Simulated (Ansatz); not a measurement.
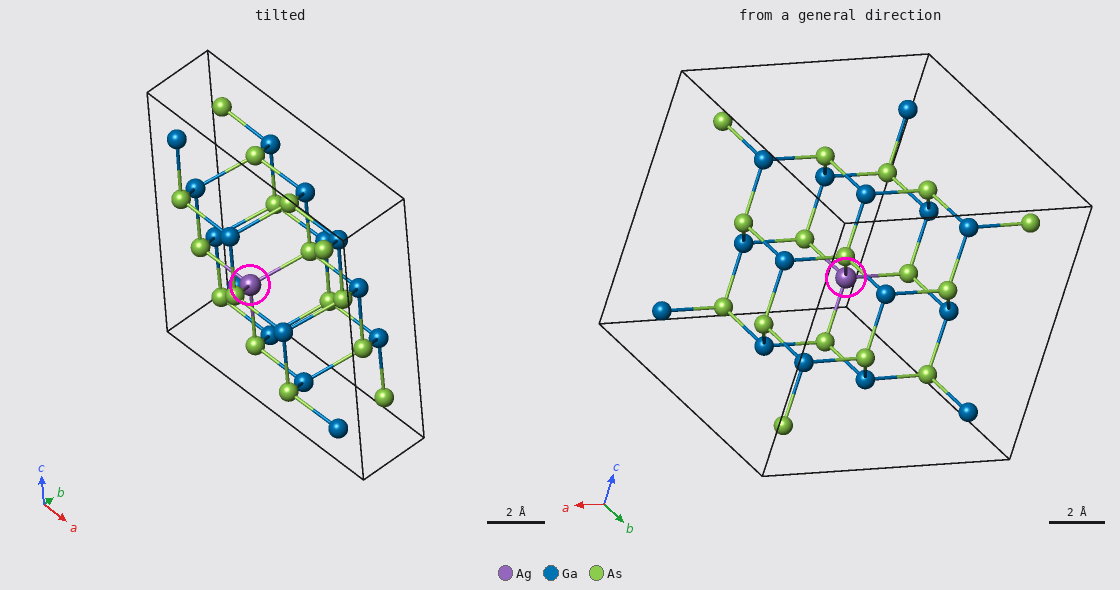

The figure gives a ball-and-stick picture of the atoms, viewed slightly off an axis and from a general direction. The parallelepiped is the supercell. The host is GaAs, in a cell of 32 sites, and the cell carries a charge of -1. A ring marks the defect's site.

**Which defect is modelled here, and what are its neighbours?**

Silver on a gallium site (a substitutional impurity). It is bonded to four As in a tetrahedral arrangement at about 2.5 Å.

Calculation details: Ansatz, DFT LDA, scalar-relativistic, plane waves, PAW; a cutoff energy of 420 eV, a 3×3×3 k-point grid, Gaussian smearing of 0.02 eV, collinear spins.

**Is there a net moment in the defective cell?**

No net moment.

The atoms were relaxed in the host's cell with DFT LDA, scalar-relativistic, plane waves, PAW (Ansatz).
